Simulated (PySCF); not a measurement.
# C₂H₁₀OS₂Si₂: electronic excitations

What electronic excitations should C₂H₁₀OS₂Si₂ (`CO[SiH2]S[SiH2]SC`) show?

The runs use PySCF 2.14.0, with density-fitted response routines of our own; the level of theory stands in each step. All values are computed, except where a source is named. Atoms count from 0, in the outputs and in this text.

### 1 The molecule as given

17 atoms, charge 0, multiplicity 1; geometry from: GFN2-xTB.

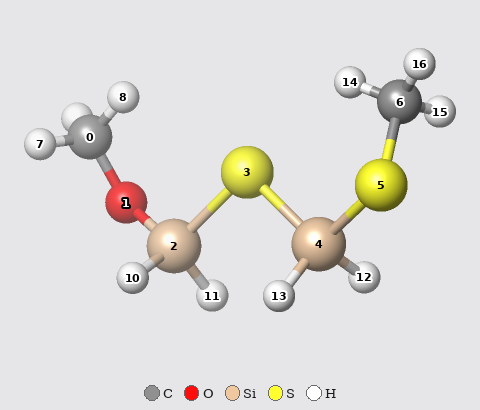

As it starts; carbon grey, oxygen red, silicon light orange, sulfur yellow, hydrogen white, atoms numbered; sticks join atoms by distance.

### 2 Excited states and response: CAM-B3LYP/def2-SVPD

Job settings and geometry (Å):

```
{"job": {"kind": "uv", "xc": "CAM-B3LYP", "basis": "def2-SVPD", "nstates": 8, "ntriplets": 3}, "charge": 0, "multiplicity": 1}
C     -3.201804     1.449356     0.076931
O     -2.942556     0.159182    -0.401603
Si    -1.803412    -0.899600    -0.002269
S      0.089689     0.121614     0.062402
Si     1.463974    -1.519901     0.172056
S      3.386382    -0.791533     0.737672
C      3.495053     0.780580    -0.180633
H     -3.692702     1.400209     1.051050
H     -2.275873     2.019543     0.171312
H     -3.862365     1.942064    -0.636820
H     -1.975718    -1.487329     1.320737
H     -1.851665    -1.816781    -1.119996
H      1.504751    -2.141286    -1.145290
H      1.081186    -2.441989     1.222297
H      2.572242     1.335845    -0.048855
H      3.674442     0.574271    -1.230816
H      4.331379     1.327786     0.240839
```

Method: TDDFT CAM-B3LYP/def2-SVPD, vertical, gas phase, core orbitals frozen in the response.

Run with:

```
> OMP_NUM_THREADS=1 python probes_run.py task.json out
```

The driver reads the jobs from task.json and runs them one after another.

Output:

```text
coarse grid: 15960 points
cycle   1  E = -1532.0610746485  dE =  6.242e-01  |g| = 6.831e-01  |ddm| = 5.261e+00
cycle   2  E = -1532.0118875007  dE =  4.919e-02  |g| = 8.899e-01  |ddm| = 1.841e+00
cycle   3  E = -1532.1635172563  dE = -1.516e-01  |g| = 8.123e-02  |ddm| = 8.612e-01
cycle   4  E = -1532.1648672275  dE = -1.350e-03  |g| = 3.116e-02  |ddm| = 1.644e-01
cycle   5  E = -1532.1651569205  dE = -2.897e-04  |g| = 5.055e-03  |ddm| = 6.767e-02
cycle   6  E = -1532.1651659347  dE = -9.014e-06  |g| = 1.218e-03  |ddm| = 1.336e-02
final grid: 134688 points
cycle   7  E = -1532.3429078763  dE = -2.345e-05  |g| = 3.444e-03  |ddm| = 4.704e-02
cycle   8  E = -1532.3429081798  dE = -3.035e-07  |g| = 3.376e-03  |ddm| = 1.026e-02
cycle   9  E = -1532.3429107349  dE = -2.555e-06  |g| = 3.673e-04  |ddm| = 4.013e-03
cycle  10  E = -1532.3429107607  dE = -2.581e-08  |g| = 1.606e-04  |ddm| = 5.331e-04
cycle  11  E = -1532.3429107662  dE = -5.503e-09  |g| = 3.826e-05  |ddm| = 2.417e-04
cycle  12  E = -1532.3429107667  dE = -4.334e-10  |g| = 9.072e-06  |ddm| = 7.266e-05
converged SCF energy = -1532.3429107667

Static polarisability (au): isotropic 122.854, principal 97.364 116.845 154.352

Singlet excitations
state   eV       nm        f      main configurations
  1   5.3967    229.7   0.00922   H->L 0.57, H->L+1 0.20
  2   5.7741    214.7   0.00024   H-1->L 0.80, H-1->L+1 0.11
  3   5.9188    209.5   0.01137   H->L+1 0.57, H->L 0.19, H->L+2 0.11
  4   6.1975    200.1   0.01307   H-1->L+1 0.73, H-1->L 0.09
  5   6.5327    189.8   0.00551   H-1->L+2 0.56, H-1->L+3 0.08
  6   6.6978    185.1   0.00523   H->L+3 0.42, H->L+2 0.33
  7   6.9678    177.9   0.00122   H-2->L 0.17, H->L+5 0.17, H->L+3 0.14
  8   7.1062    174.5   0.00148   H-1->L+3 0.64, H-1->L+2 0.10, H-1->L+5 0.09

Triplet excitations (Tamm-Dancoff, eV): 5.0465 5.4926 5.5870
```

Wall time 2 min (1 thread of Arm Neoverse N1, shared host); peak memory 1.2 GiB.

The orbitals next to the gap, with their largest atomic shares:

| orbital | eV | atoms |
| --- | --- | --- |
| HOMO−3 | -10.13 | S5 38 %, S3 20 %, Si4 11 % |
| HOMO−2 | -9.72 | O1 24 %, S3 22 %, S5 18 % |
| HOMO−1 | -8.65 | S3 69 %, Si4 9 %, Si2 9 % |
| HOMO | -8.29 | S5 70 %, C6 10 %, Si4 9 % |
| LUMO | 0.50 | S5 20 %, S3 17 %, Si4 16 % |
| LUMO+1 | 0.67 | S5 20 %, Si4 19 %, S3 18 % |
| LUMO+2 | 1.03 | Si2 19 %, S3 16 %, S5 13 % |

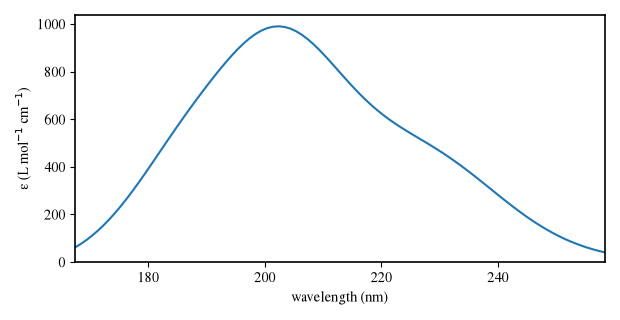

Absorption spectrum: each of the 8 states is a Gaussian band of 0.4 eV half-width at 1/e. Beyond the last state computed it falls off for lack of states.

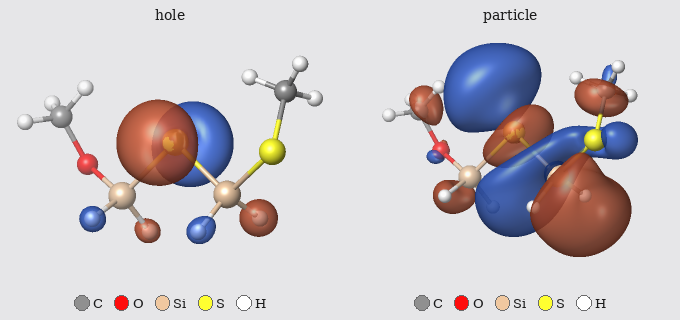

Leading natural transition orbitals of singlet state 4: the electron leaves the hole (left) for the particle orbital (right).

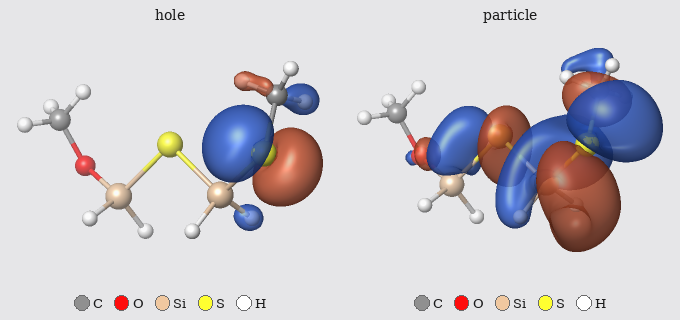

Leading natural transition orbitals of singlet state 1: the electron leaves the hole (left) for the particle orbital (right).

Further results of this job:

| property | computed |
| --- | --- |
| dipole moment (D) | 1.34 |
| polarisability (Å³) | 18.21 |
| HOMO–LUMO gap (eV) | 8.79 |
| −ε(HOMO) (eV) | 8.29 |

The fields below are evaluated on a grid from the run's orbitals.

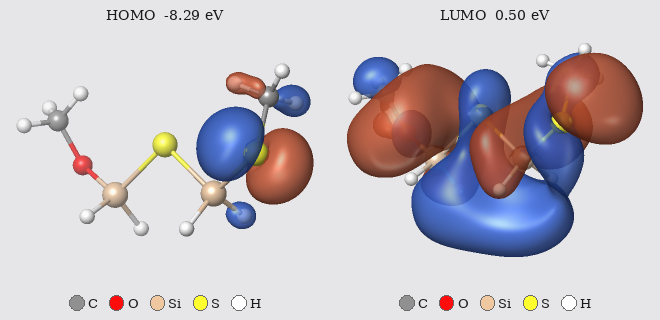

CAM-B3LYP/def2-SVPD orbitals near the gap, drawn at the value that encloses 70 % of each; the two colours are the two signs.

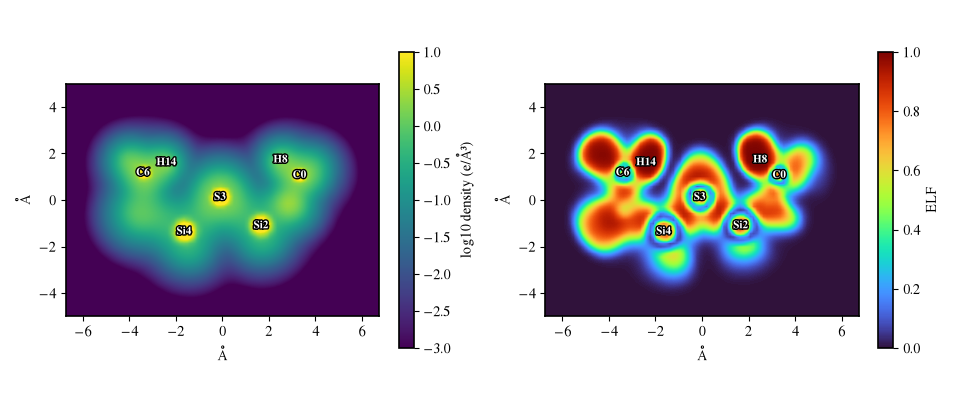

Density (left) and ELF (right) in a plane through or near 7 of the atoms.

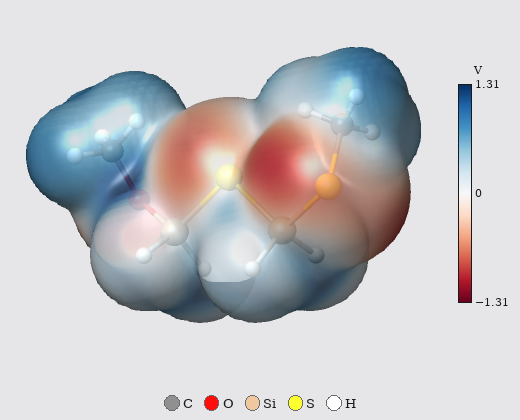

The potential that a unit positive charge feels on the 0.002 e/bohr³ surface, from -0.95 V near O1 to 1.31 V near H13.

### 3 Results

| quantity | value |
| --- | --- |
| lowest singlet (CAM-B3LYP/def2-SVPD) | 5.40 eV (230 nm), f = 0.009 |
| brightest single state of those computed | state 4, 6.20 eV, f = 0.013 |
| lowest triplet | 5.05 eV |
| surface potential, least and greatest | -0.95 V and 1.31 V |

What this shows: The lowest singlet, at 5.40 eV, is HOMO→LUMO 0.57, HOMO→LUMO+1 0.20 and is weak; of the 8 states computed, the strongest absorption comes from state 4 at 6.20 eV. The lowest triplet lies 0.35 eV below the lowest singlet (triplets in Tamm-Dancoff, singlets in full TDDFT).
